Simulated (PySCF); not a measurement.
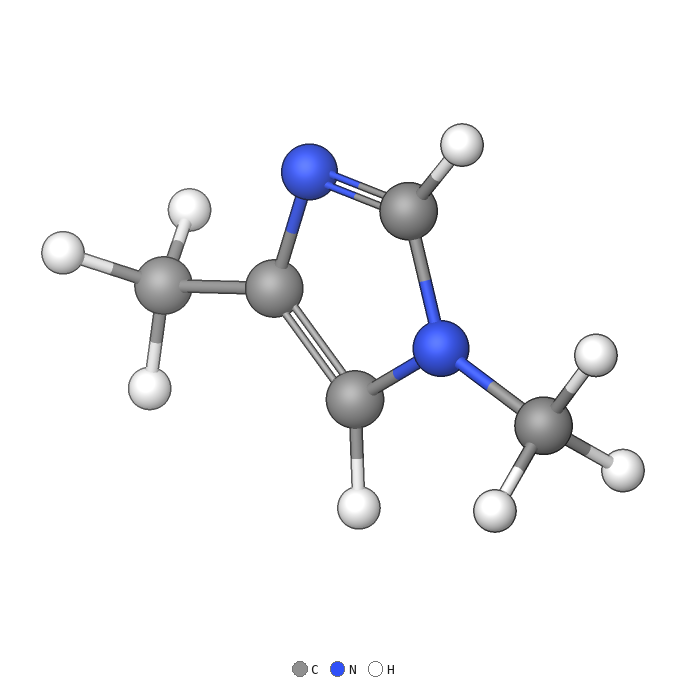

Ball-and-stick drawing of a structure. Double and triple bonds are drawn as two and three sticks.

The geometry was computed by an optimisation with PBE0-D3(BJ)/def2-SVP. No frequency run is at hand to confirm it as a minimum.

**Count the atoms of each element.**

C5H8N2, 15 atoms: 5 carbon, 8 hydrogen and 2 nitrogen.

**Does it have rings?**

Independent rings (smallest set): 1 of 5 members, 1 of them aromatic.

**Give a SMILES string for it.**

Cc1cn(C)cn1

The parts below concern this one geometry. Atoms keep their numbers from picture to picture.

Shape

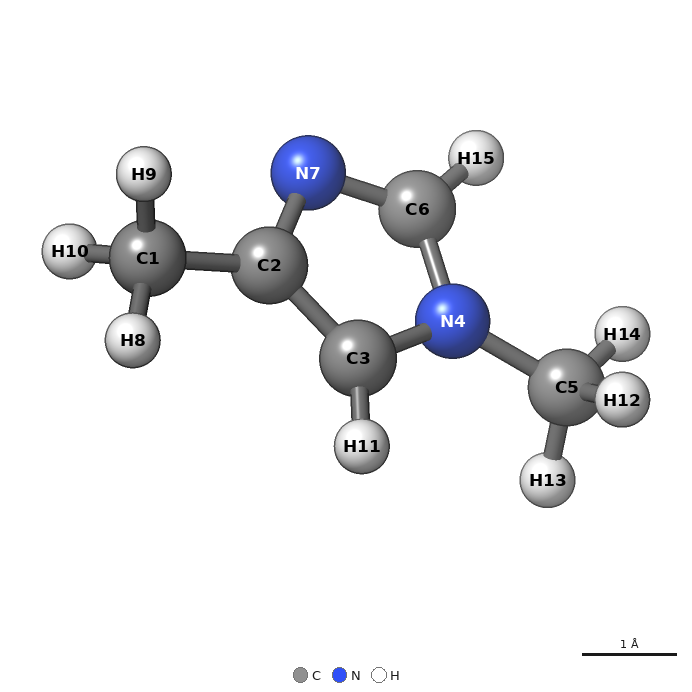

Atoms carry their numbers in the input. No frequency run is at hand to confirm it as a minimum.

Give the bond lengths.

```csv
bond,length (Å),order
C1–C2,1.489,single
C1–H8,1.099,single
C1–H9,1.101,single
C1–H10,1.101,single
C2–C3,1.378,aromatic
C2–N7,1.370,aromatic
C3–N4,1.375,aromatic
C3–H11,1.088,single
N4–C5,1.438,single
N4–C6,1.360,aromatic
C5–H12,1.101,single
C5–H13,1.101,single
C5–H14,1.098,single
C6–N7,1.309,aromatic
C6–H15,1.092,single
```

NMR shielding

The questions are on isotropic NMR shieldings of the N atoms. No frequency run is at hand to confirm it as a minimum. Properties computed with GIAO PBE0/pcSseg-1 NMR shielding, non-relativistic, IEF-PCM acetonitrile (PySCF 2.14.0).

List the isotropic NMR shieldings of the N atoms.

```json
{"atom": "N4", "σ (ppm)": "71.1"}
{"atom": "N7", "σ (ppm)": "−21.8"}
```

Dipole moment

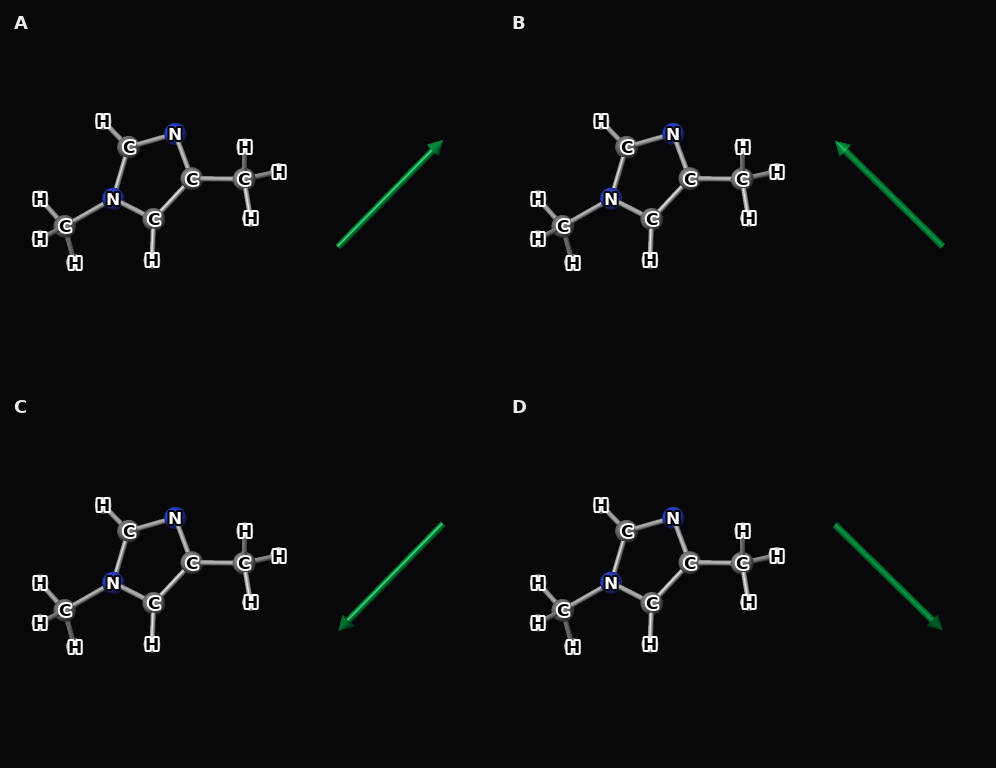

The same molecule four times, each with an arrow. No frequency run is at hand to confirm it as a minimum. Properties computed with PBE0/pcSseg-1 in acetonitrile (IEF-PCM) (PySCF 2.14.0).

**Which arrow points along the dipole moment, from the negative to the positive end?**

C. The dipole moment is 5.12 D.

Polarisability

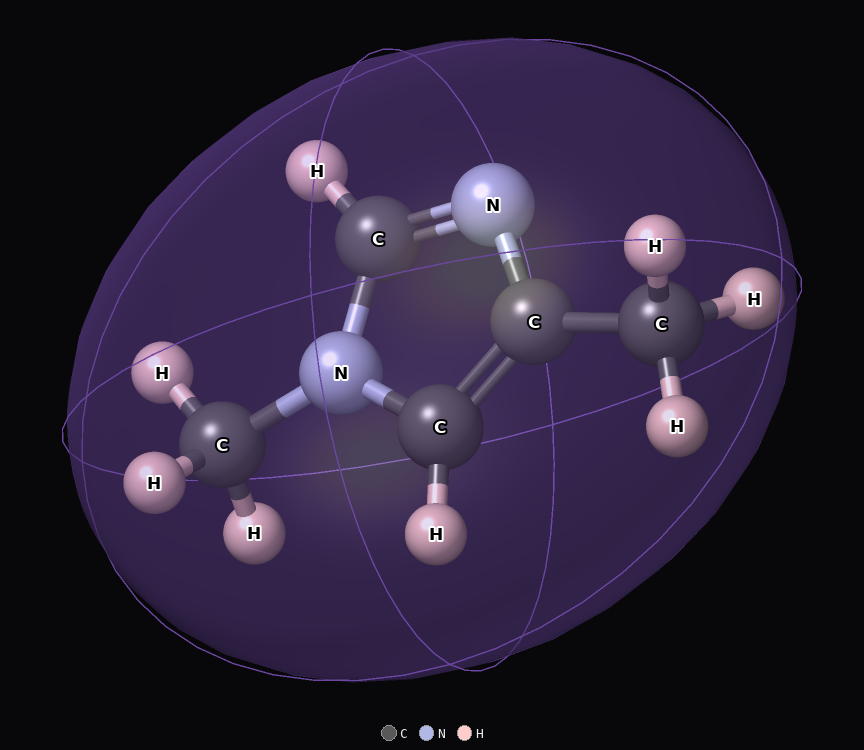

The ellipsoid shows the static dipole polarisability: its half-axes are proportional to the principal values. No frequency run is at hand to confirm it as a minimum. Computed with PBE0/def2-SVPD (PySCF 2.14.0).

**Give the principal values, the mean and the anisotropy.**

Principal values 50.9, 74.5, 94.3 bohr³; mean 73.2 bohr³ (10.85 Å³); anisotropy 37.7 bohr³, so the longest axis is 1.85 times the shortest.

Excitation

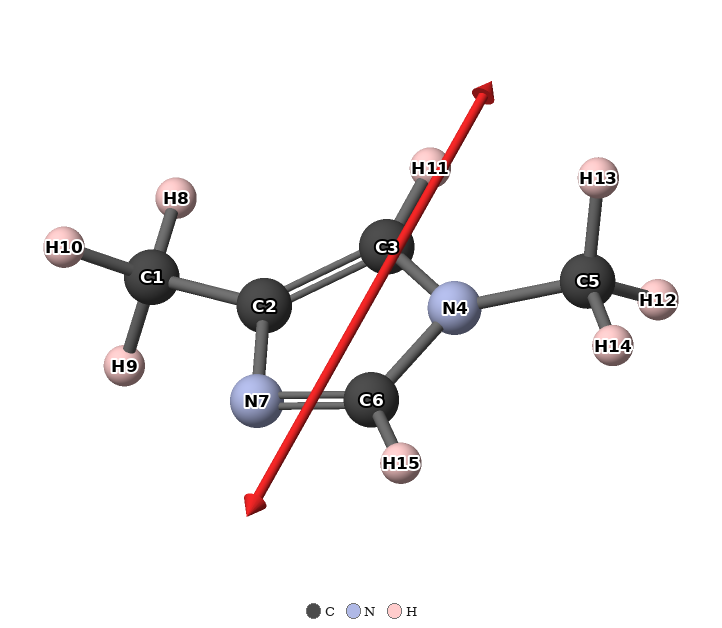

The double arrow shows the direction of the transition dipole to excited singlet state 2 (its length means nothing). No frequency run is at hand to confirm it as a minimum. Level of theory: TDDFT PBE0/def2-SVPD, vertical, gas phase, core orbitals frozen in the response (PySCF 2.14.0).

**Where does the transition lie, and how strong is it?**

6.20 eV (200 nm), oscillator strength 0.12, mainly HOMO → LUMO+1 (weight 0.90); transition dipole 2.28 D.
